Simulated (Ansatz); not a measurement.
## Electronic structure of C₂H₄Si (charge −1, doublet) in real space

Input file:

```
crystal:
  periodic: [false, false, false]
  atoms:
    - {symbol: C, position_ang: [-1.004158, -0.277090, -0.015241]}
    - {symbol: C, position_ang: [-0.924977, -0.750814, -2.783407]}
    - {symbol: Si, position_ang: [0.217276, -0.432724, -1.379409]}
    - {symbol: H, position_ang: [-2.103550, -0.374581, -0.155717]}
    - {symbol: H, position_ang: [-0.720478, -0.076221, 1.036415]}
    - {symbol: H, position_ang: [-2.031476, -0.804553, -2.680114]}
    - {symbol: H, position_ang: [-0.581456, -0.909034, -3.824446]}
basis:
  gaussian: {orbitals: def2-TZVPD}
total_charge: -1
magnetization: {spin_polarized: true, initial_magnetization: 1}
hamiltonian: {xc: pbe0}
output: {forces: true, orbitals: {seedname: orbitals}}
```

Command:

```sh
ansatz run input.yaml --threads 2 --pin off --max-ram 4350MiB --events-out events.jsonl --progress --plain --runs-dir runs
```

Geometry: PBE-D3(BJ)/def2-SVPD; ⟨S²⟩ = 0.82, above the pure value of 0.75.

Computed with isolated molecule in a Gaussian basis; Kohn-Sham density functional theory, functional PBE0 (Ansatz).

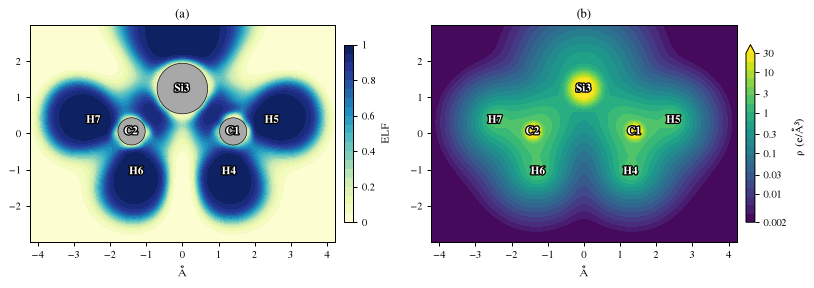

Figure 1. (a) ELF; (b) electron density on the molecular plane. Grey discs cover the atomic cores in the ELF map.

Interpret the plot.

Answer. The plane passes through C, Si and H nuclei. C–Si (1.84 Å): the density is about 0.96 e/Å³ at the midpoint; the ELF peaks at about 0.95 between the atoms (a shared electron pair). C–H (1.11 Å): ρ is about 1.9 e/Å³ halfway; the ELF climbs to about 1 towards the hydrogen, as it does in any bond to H: an ordinary covalent bond to hydrogen. The ELF also peaks beside Si3, away from the bonds: non-bonding electrons, paired or unpaired.

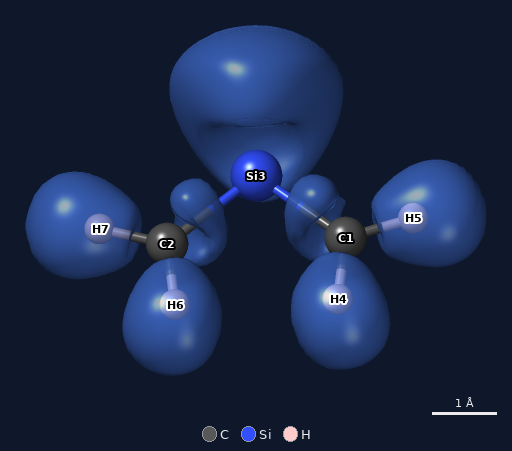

Figure 2. Isosurface of the ELF at 0.8 (blue), seen at a tilt. Only the valence region is drawn (cores and ρ < 0.01 e/Å³ removed).

Where are the electrons localised?

Answer. The surface consists of two regions between bonded C–Si atoms (shared pairs), four regions around hydrogen nuclei and one lobe on Si, pointing away from the bonds (non-bonding electrons).

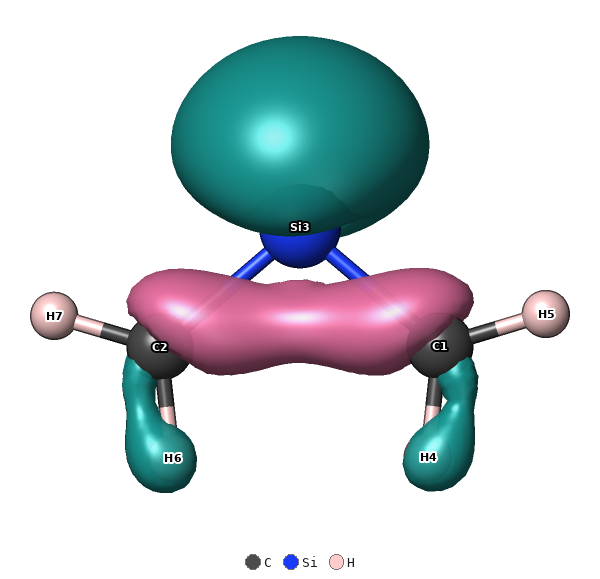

Figure 3. The HOMO (β) at ±0.15 Å⁻³ᐟ² (teal and pink are the two phases), seen across its widest extent.

Where does this orbital lie, and at what energy?

Answer. By Hirshfeld shares it lies mainly on Si3 (about 75 %), C1 (about 10 %) and C2 (about 10 %); it is symmetric in the molecular plane (an in-plane orbital: σ, lone-pair or in-plane π type). Its energy is −0.48 eV.
